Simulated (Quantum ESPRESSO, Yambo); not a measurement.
# Gap slopes of MoS2 (P6_3/mmc) from G0W0 (hydrostatic strain), part 2 of 2

Aim: the gap of MoS2 (P6_3/mmc) under hydrostatic strain, by PBE and G0W0.

Quantum ESPRESSO 7.5 and Yambo 5.3.0; PBE and many-body steps on it, plane waves. Known limits of the many-body steps: not at the basis limit; no spin-orbit coupling; coarse k mesh.

So far. Step 6 (G0W0, strain -1 %): The gap on the mesh goes from 0.86 eV to 1.22 eV, a correction of +0.36 eV.

The database entry behind the starting cell differs from later determinations by our own check (about 0.3 % long), so it need not match the best structure at ambient conditions.

## (7) G0W0, strain +1 %

Level of this step: G0W0 on PBE, plane waves, norm-conserving pseudopotentials (Yambo).

The cell differs from the one that the last finished run ended in (a 3.137 → 3.201 Å, b 3.137 → 3.201 Å, c 12.201 → 12.447 Å).

The input, gw3.in:

```
HF_and_locXC
gw0
dyson
ppa
em1d
rim_cut
RandQpts= 1000000
RandGvec= 1 RL
EXXRLvcs= 72 Ry
VXCRLvcs= 288 Ry
Chimod= "HARTREE"
% BndsRnXp
 1 | 184 |
%
NGsBlkXp= 353 RL
% LongDrXp
 1 | 1 | 1 |
%
% GbndRnge
 1 | 184 |
%
DysSolver= "n"
ExtendOut
PPAPntXp= 27.21138 eV
% QPkrange
 1 | 1 | 25 | 28 |
 9 | 9 | 25 | 28 |
 13 | 13 | 25 | 28 |
%
```

Command:

```bash
> OMP_NUM_THREADS=2 mpirun -n 4 yambo -F gw3.in -J gw3 -C gw3 > gw3.log
```

What it wrote:

```text
 Yambo, version 5.3.0

 [02] CORE Variables Setup
 =========================

  [... cell, symmetries and grids as in the set-up ...]

  [02.05] Energies & Occupations
  ==============================

  [X] === General ===
  [X] Electronic Temperature                        :  0.000000  0.000000 [eV K]
  [X] Bosonic    Temperature                        :  0.000000  0.000000 [eV K]
  [X] Finite Temperature mode                       : no
  [X] El. density                                   :  0.47088E+24 [cm-3]
[...]
QP @ state[ 2 ] b range                          :  25  28
   QP @ state[ 3 ] K range                          :  13  13
   QP @ state[ 3 ] b range                          :  25  28
   GF energies kind                                 : Perdew, Burke & Ernzerhof(X)+Perdew, Burke & Ernzerhof(C)
   GF WF`s kind                                     : Perdew, Burke & Ernzerhof(X)+Perdew, Burke & Ernzerhof(C)
   Xs energies kind                                 : Perdew, Burke & Ernzerhof(X)+Perdew, Burke & Ernzerhof(C)
   Xs WF`s kind                                     : Perdew, Burke & Ernzerhof(X)+Perdew, Burke & Ernzerhof(C)

 [11] Game Over & Game summary
```

The job ended after 8.7 min (4 MPI ranks of Arm Neoverse V2, shared host; peak memory 3.7 GiB).

This step gave:

- G0W0 gap on the points computed: 1.261 eV
- starting gap on the mesh: 0.9085 eV
- k of the valence top: 0, 0, 0
- k of the conduction bottom: 0.1667, 0.1667, 0
- least direct G0W0 gap on the computed points: 2.147 eV

The gap on the mesh goes from 0.91 eV to 1.26 eV, a correction of +0.35 eV.

Again on this cell's own states.

## (8) G0W0, strain -2 %

The cell differs from the one that the last finished run ended in (a 3.201 → 3.106 Å, b 3.201 → 3.106 Å, c 12.447 → 12.078 Å).

gw4.in is the same as gw3.in of step 7.

Command:

```bash
> OMP_NUM_THREADS=2 mpirun -n 4 yambo -F gw4.in -J gw4 -C gw4 > gw4.log
```

What it wrote:

```text
 Yambo, version 5.3.0

 [02] CORE Variables Setup
 =========================

  [... cell, symmetries and grids as in the set-up ...]

  [02.05] Energies & Occupations
  ==============================

  [X] === General ===
  [X] Electronic Temperature                        :  0.000000  0.000000 [eV K]
  [X] Bosonic    Temperature                        :  0.000000  0.000000 [eV K]
  [X] Finite Temperature mode                       : no
  [X] El. density                                   :  0.51546E+24 [cm-3]
[...]
QP @ state[ 2 ] b range                          :  25  28
   QP @ state[ 3 ] K range                          :  13  13
   QP @ state[ 3 ] b range                          :  25  28
   GF energies kind                                 : Perdew, Burke & Ernzerhof(X)+Perdew, Burke & Ernzerhof(C)
   GF WF`s kind                                     : Perdew, Burke & Ernzerhof(X)+Perdew, Burke & Ernzerhof(C)
   Xs energies kind                                 : Perdew, Burke & Ernzerhof(X)+Perdew, Burke & Ernzerhof(C)
   Xs WF`s kind                                     : Perdew, Burke & Ernzerhof(X)+Perdew, Burke & Ernzerhof(C)

 [11] Game Over & Game summary
```

The job ended after 7.4 min (4 MPI ranks; peak memory 3.2 GiB).

Numbers from this step:

```yaml
g0w0_gap_on_the_points_computed: 1.197 eV
starting_gap_on_the_mesh: 0.8360 eV
k_of_the_valence_top: 0, 0, 0
k_of_the_conduction_bottom: 0.1667, 0.1667, 0
least_direct_g0w0_gap_on_the_computed_points: 2.364 eV
```

The gap on the mesh goes from 0.84 eV to 1.20 eV, a correction of +0.36 eV.

Again on this cell's own states.

## (9) G0W0, strain +2 %

The cell differs from the one that the last finished run ended in (a 3.106 → 3.232 Å, b 3.106 → 3.232 Å, c 12.078 → 12.570 Å).

gw5.in is the same as gw4.in of step 8.

Command:

```bash
> OMP_NUM_THREADS=2 mpirun -n 4 yambo -F gw5.in -J gw5 -C gw5 > gw5.log
```

What it wrote:

```text
 Yambo, version 5.3.0

 [02] CORE Variables Setup
 =========================

  [... cell, symmetries and grids as in the set-up ...]

  [02.05] Energies & Occupations
  ==============================

  [X] === General ===
  [X] Electronic Temperature                        :  0.000000  0.000000 [eV K]
  [X] Bosonic    Temperature                        :  0.000000  0.000000 [eV K]
  [X] Finite Temperature mode                       : no
  [X] El. density                                   :  0.45717E+24 [cm-3]
[...]
QP @ state[ 2 ] b range                          :  25  28
   QP @ state[ 3 ] K range                          :  13  13
   QP @ state[ 3 ] b range                          :  25  28
   GF energies kind                                 : Perdew, Burke & Ernzerhof(X)+Perdew, Burke & Ernzerhof(C)
   GF WF`s kind                                     : Perdew, Burke & Ernzerhof(X)+Perdew, Burke & Ernzerhof(C)
   Xs energies kind                                 : Perdew, Burke & Ernzerhof(X)+Perdew, Burke & Ernzerhof(C)
   Xs WF`s kind                                     : Perdew, Burke & Ernzerhof(X)+Perdew, Burke & Ernzerhof(C)

 [11] Game Over & Game summary
```

Elapsed: 8.8 min, on 4 MPI ranks; peak memory 3.7 GiB.

This step gave:

```
G0W0 gap on the points computed              : 1.273 eV
starting gap on the mesh                     : 0.9241 eV
k of the valence top                         : 0, 0, 0
k of the conduction bottom                   : 0.1667, 0.1667, 0
least direct G0W0 gap on the computed points : 2.079 eV
```

The gap on the mesh goes from 0.92 eV to 1.27 eV, a correction of +0.35 eV.

Again on this cell's own states.

## (10) The series

One mesh (6×6×2), Godby-Needs plasmon pole, 184 bands in every cell; hydrostatic strain per length. Fractional positions are the same in all cells, though this structure has free coordinates, so these are clamped-ion slopes.

```
strain (%)  PBE gap (eV)  G0W0 gap (eV)  least direct G0W0 gap (eV)                  G0W0 edges
        -2         0.836          1.197                       2.364  Γ to (0.167, 0.167, 0.000)
        -1         0.865          1.224                       2.290  Γ to (0.167, 0.167, 0.000)
        +0         0.889          1.244                       2.217  Γ to (0.167, 0.167, 0.000)
        +1         0.909          1.261                       2.147  Γ to (0.167, 0.167, 0.000)
        +2         0.924          1.273                       2.079  Γ to (0.167, 0.167, 0.000)
```

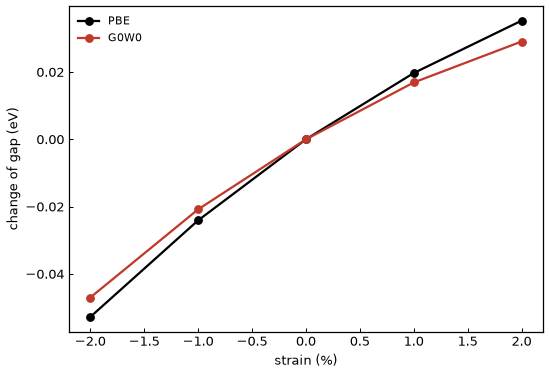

The change of gap against strain.

## (11) Summary of results

```
slope under compression      : +26 (PBE) and +24 (G0W0) meV per %
slope under tension          : +18 (PBE) and +15 (G0W0) meV per %
ions                         : clamped: fractional positions held
GW settings, unstrained cell : 6×6×2 mesh, 184 bands
known limits                 : not at the basis limit; no spin-orbit coupling; coarse k mesh
```

**Reading.** On the side of compression the slopes of gap against strain are +26 (PBE) and +24 (G0W0) meV per %. On the side of tension the slopes of gap against strain are +18 (PBE) and +15 (G0W0) meV per %. One line through all points gives volume deformation potentials of 0.73 eV (PBE) and 0.63 eV (G0W0). Gaps are read on the mesh, so a valley between its points is missed. Bands and cutoff are finite, so the gap is not at the basis limit. The miss can reach some tenths of an eV and take either sign; the mesh is an error of its own. In the G0W0 run levels were corrected at 3 k points alone, so a gap called «on the mesh» is the least over those, and an edge elsewhere would be missed. The 6×6×2 mesh is coarse for this cell, which bears on the long-range parts of exchange and screening. The many-body steps are scalar-relativistic: spin-orbit coupling is not in them.

[Paths, hosts, dates, memory and timing lines, banners, echoed tables and standing remarks are left out of the program output.]

[Logs are printed without paths, hosts, clocks, repeated set-up lines and the standing remarks that a program may print on its own settings, such as how far it seeks lower states.]

[Runs of the session that timed out or met a known fault of the program may be left out.]

[Hosts, paths, dates, database ids (printed as entryN), source tags and the programs' standing remarks are cut or masked in the printed files.]
